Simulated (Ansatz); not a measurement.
## Frequency calculation of ZrH$_{2}$Cl$_{2}$F$_{2}$

System: ZrH$_{2}$Cl$_{2}$F$_{2}$.
Method: RKS PBE0-D4/def2-SVP (Ansatz 0.2.0).

It belongs to a series of runs on one base structure; here: vibrations at the highest image of the band. Figures and captions count atoms from 1; the log counts them from 0 in places.

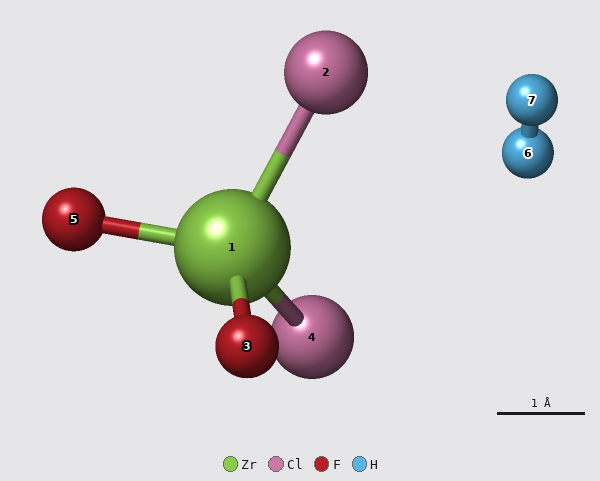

**Figure 1.** The structure as given in the input (ball-and-stick view, seen at a tilt; atoms are numbered from 1 in the order of the input). Sticks mark near contacts.

## Input
```yaml
crystal:
  periodic: [false, false, false]
  atoms:
    - { symbol: Zr, position_ang: [0.043697, -0.525587, -0.238186] }
    - { symbol: Cl, position_ang: [0.577221, -0.458429, 2.03487] }
    - { symbol: F, position_ang: [1.490761, -1.253618, -1.199918] }
    - { symbol: Cl, position_ang: [-0.420079, 1.617842, -1.042856] }
    - { symbol: F, position_ang: [-1.462043, -1.628063, -0.495871] }
    - { symbol: H, position_ang: [0.394794, 3.257838, 1.713086] }
    - { symbol: H, position_ang: [0.598247, 2.860819, 2.329377] }
basis:
  gaussian: { orbitals: def2-SVP }
hamiltonian:
  xc: pbe0
  dispersion: d4
phonons: {}
```

Launched with:
```bash
ansatz run input.yaml --threads 2 --pin off --max-ram 3072MiB --backend cpu --events-out ev --progress --plain --runs-dir out
```

## What the program printed
```
Engine: ansatz 0.2.0, aarch64-unknown-linux-gnu
Functional definition: PBE0
  parameter a = 0.25
  parameter kappa = 0.804
  parameter beta = 0.06672455060314922
  exchange = (1 - a)*pbe_x(kappa = kappa, mu = beta*pi^2/3) + a*exact_x
  correlation = pbe_c(beta = beta)
1078 factors; integrals over basis functions are off by at most 2.8e-4 eV
mean field evaluation 1: about -31770.1623 eV, gradient 4.9e1 eV
mean field evaluation 2: about -31746.0560 eV, gradient 1.3e2 eV
mean field evaluation 4: about -31774.3840 eV, gradient 2.5e0 eV
mean field evaluation 8: about -31774.4386 eV, gradient 2.0e-1 eV
mean field evaluation 16: about -31774.4387 eV, gradient 6.0e-6 eV
mean field -31774.43871484 eV, -1167.6890852823 hartree, gradient 7.7e-6 eV, S^2 0.000000; 0 other end points of the search recorded, 0 dependent functions left out
the calculation of the forces begins
reference -31774.43877431 eV, -1167.6890874678 hartree; 33, 33 occupied and 72, 72 virtual orbitals, 1078 factors
these checks for a lower state are left out or cut short: stability, starts, cluster_reference, orbital_swaps, neighbouring_geometries, increment
1078 factors; integrals over basis functions are off by at most 2.8e-4 eV
mean field -31774.43858144 eV, -1167.6890803799 hartree, gradient 1.4e-6 eV, S^2 0.000000; 0 other end points of the search recorded, 0 dependent functions left out
[... from here on the field's lines of each further geometry are left out, up to the last ...]
the calculation of the forces begins
reference -31774.43870467 eV, -1167.6890849084 hartree; 33, 33 occupied and 72, 72 virtual orbitals, 1078 factors
these checks for a lower state are left out or cut short: stability, starts, cluster_reference, orbital_swaps, neighbouring_geometries, increment
1078 factors; integrals over basis functions are off by at most 2.8e-4 eV
mean field -31774.43863815 eV, -1167.6890824641 hartree, gradient 1.0e-6 eV, S^2 0.000000; 0 other end points of the search recorded, 0 dependent functions left out
the calculation of the forces begins
reference -31774.43869763 eV, -1167.6890846497 hartree; 33, 33 occupied and 72, 72 virtual orbitals, 1078 factors
WARN: phonons: 3 modes above zero are rigid motions of the cell's bodies and no vibrations: the zero-point energy, free energy, entropy and heat capacity leave them out. With what each would have added to F at 1000 K, by the weight of its row in the mesh: 0.02 cm⁻¹ (-0.889 eV; rigid weight 1.000, of which rotation 0.003), 0.29 cm⁻¹ (-0.670 eV; rigid weight 1.000, of which rotation 0.938), 1.21 cm⁻¹ (-0.547 eV; rigid weight 1.000, of which rotation 1.000). A body is a set of atoms that hang together within twice the van der Waals contact; here: 7 atoms, out of reach of every periodic image. What nothing holds moves and turns at no cost, which is at zero frequency: what stands here is left by the forces on the atoms, the periodic images, the SCF threshold and the grid, and changes its size and its sign with the last two. The forces' share comes down as the geometry is relaxed further. 4 modes above zero would be rigid motions if what is in doubt were free, and are counted in the zero-point energy, free energy, entropy and heat capacity. With what each adds to F at 1000 K, by the weight of its row in the mesh: 42.14 cm⁻¹ (-0.242 eV; rigid weight 0.999, of which rotation 0.463), 125.01 cm⁻¹ (-0.148 eV; rigid weight 0.855, of which rotation 0.001), 154.64 cm⁻¹ (-0.129 eV; rigid weight 0.579, of which rotation 0.353), 201.46 cm⁻¹ (-0.106 eV; rigid weight 0.999, of which rotation 0.998). The body of 7 atoms, out of reach of every periodic image, is 2 pieces, each of atoms that hang together within van der Waals contact, which lie beyond contact and within twice that of one another (atoms 3 and 5, taken in the periodic images in which they do not hang together, stand 3.31 Å apart and are out of reach from 6.26 Å). If the pieces are bound to each other, these are vibrations of the whole and the sums are right; if not, set them further apart, from one another and from their images. Atoms are counted from 0 in the run's list of atoms, and not in a supercell that the run derives from it; the header of the second-order force-constant file, where the run writes one, gives the list as its `site` lines. If the cell is meant as a crystal, declare phonons.rigid_motions: translations: the three translations of the whole cell alone are then left out, and nothing is said of the modes in doubt. The least rigid weight left out is 0.99995 and the largest kept is 0.00006.
WARN: phonons: modes at or below zero, which the zero-point energy, F, S and C_V leave out: 1, the lowest at -14.63 cm⁻¹. A minimum has none, and a first-order saddle one
Total energy: -31774.58409485 eV, -1167.6944278989 hartree
Atom 0 at     0.043697    -0.525587    -0.238186 Å, force    -0.002090     0.003794    -0.004026 eV/Å
Atom 1 at     0.577221    -0.458429     2.034870 Å, force     0.000038    -0.000778     0.000536 eV/Å
Atom 2 at     1.490761    -1.253618    -1.199918 Å, force     0.001147    -0.000586     0.001137 eV/Å
Atom 3 at    -0.420079     1.617842    -1.042856 Å, force     0.000210    -0.001386     0.001093 eV/Å
Atom 4 at    -1.462043    -1.628063    -0.495871 Å, force     0.000271    -0.001045     0.001258 eV/Å
Atom 5 at     0.394794     3.257838     1.713086 Å, force     0.000268     0.000458    -0.000678 eV/Å
Atom 6 at     0.598247     2.860819     2.329377 Å, force     0.000156    -0.000457     0.000680 eV/Å
Dipole moment:    -0.000354    -0.018748    -0.010889 e Å
Vibrations: -14.63 42.14 94.94 123.15 125.01 130.39 147.31 154.64 161.99 201.46 401.98 432.63 704.74 716.03 4382.01 cm⁻¹, zero-point energy 0.484680 eV
```

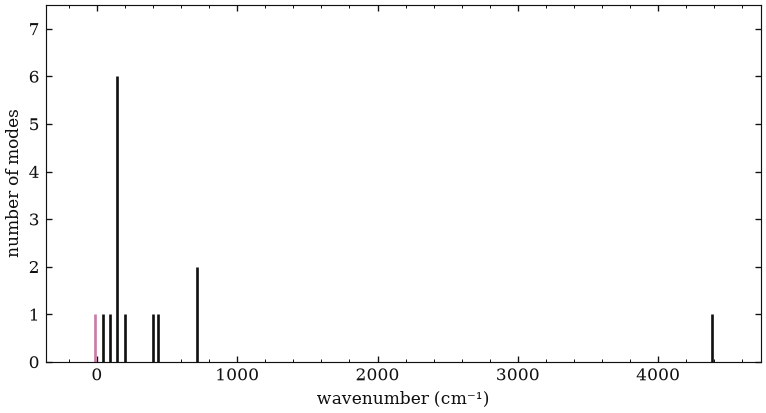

**Figure 2.** Harmonic vibrational wavenumbers from the force constants; neighbouring modes closer than 20 cm⁻¹ are counted in one stick, and imaginary ones are drawn at negative wavenumbers. 15 modes from 15i to 4382 cm⁻¹, 1 imaginary beyond 8i (15i cm⁻¹): not a clean minimum; so soft a mode can be a shallow saddle, an incomplete relaxation or noise of the force constants.

## Summary

- outcome: converged
- total energy: −31774.5841 eV
- mean-field energy: −31774.4388 eV
- largest force (length of the vector): 0.006 eV/Å
- hardware: 2 threads of Arm Neoverse V2, 24 GiB of memory available, shared host
- wall time: 78 s (CPU time 2.5 min)
- peak memory: 0.24 GiB
